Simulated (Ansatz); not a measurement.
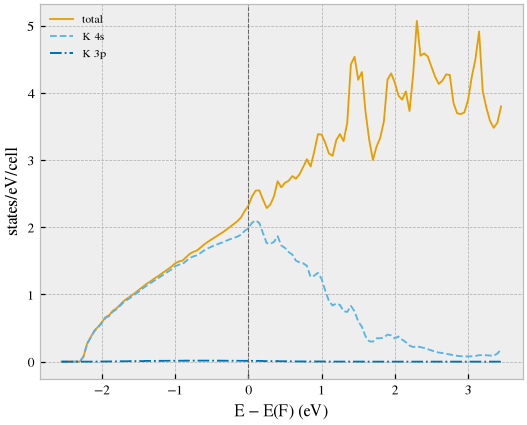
Total and projected density of states of K (9R (Sm type), space group No. 166), r²SCAN+D4 in the plane-wave PAW code Ansatz

Task: Which orbitals carry the states next to the Fermi level?

Result: Within 0.5 eV of the Fermi level: K 4s 83 %, outside the projected shells 16 %. Projections are on Löwdin-orthogonalised atomic valence shells; empty p or d shells of many metals are not among them.

Space group R-3m (9R (Sm type)). The first step of the workflow began from a Materials Project structure, measured or hypothetical; the Crystallography Open Database copy checked does not list it. It is not the phase usual at ambient conditions (space group No. 229). Symmetry was held in the r²SCAN+D4 relaxation; its stability against distortions is not shown here. The pairwise dispersion correction was not fitted to metals.

Potentials: the later of the program's two PAW sets.
